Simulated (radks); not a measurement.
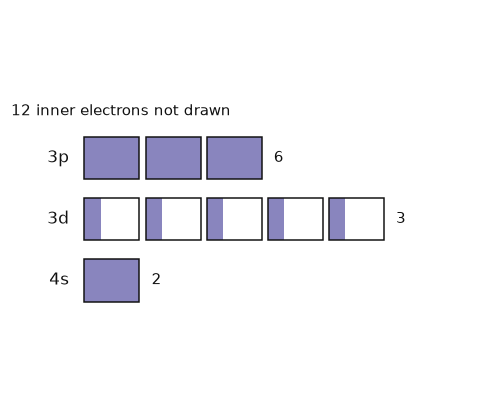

Figure 1. The outer shells as the input fills them: a box for each of the 2l + 1 orbitals, shaded by the share of the shell that is filled, with the electron count at the right.

**Atomic calculation for V**

System: V, configuration [Ar] 3d3 4s2.
Method: non-relativistic Kohn-Sham, PBE, spin-polarised, spherical densities, point nucleus (radks).

## Input file
```
Z 23
configuration [Ar] 3d3 4s2
relativity non-relativistic
functional pbe,pbe
spin polarised
nucleus point
history 1
mixing 0.05
max_iterations 61
```

Energies in input and log are in hartree, lengths in bohr.

The run was one of a batch that the task file lists, launched with:
```bash
python <driver script> task.json out
```

## The program's output
```
1s      1   1.0000        -195.57650389
2s      1   1.0000         -21.86126455
2p      1   3.0000         -18.43957943
3s      1   1.0000          -2.57986406
3p      1   3.0000          -1.65270849
3d      1   3.0000          -0.23324865
4s      1   1.0000          -0.18430605
1s      2   1.0000        -195.57681931
2s      2   1.0000         -21.82692021
2p      2   3.0000         -18.41351355
3s      2   1.0000          -2.48118493
3p      2   3.0000          -1.55544271
3d      2   0.0000          -0.42434165
4s      2   1.0000          -0.16089441
Etot -943.6486662002582
Ekin 942.2641001029804
Encl -2236.6300991908747
Eh 395.6136895395988
Exc -44.896356651962634
err 0.06530531692373034
it 61
```

## What the run reported

- outcome: not converged
- total energy: −943.648666 hartree
- kinetic energy: 942.264100 hartree
- electron–nucleus energy: −2236.6301 hartree
- Hartree energy: 395.613690 hartree
- exchange–correlation energy: −44.896357 hartree
- SCF iterations: 61
- hardware: 1 thread of Arm Neoverse V1, 23 GiB of memory available, shared host

## What went wrong

A numerical setting was moved from its usual value: mixing history nhist = 1, mixing factor beta = 0.05. The run did not meet its convergence test in 61 iterations, so its last values are not results.
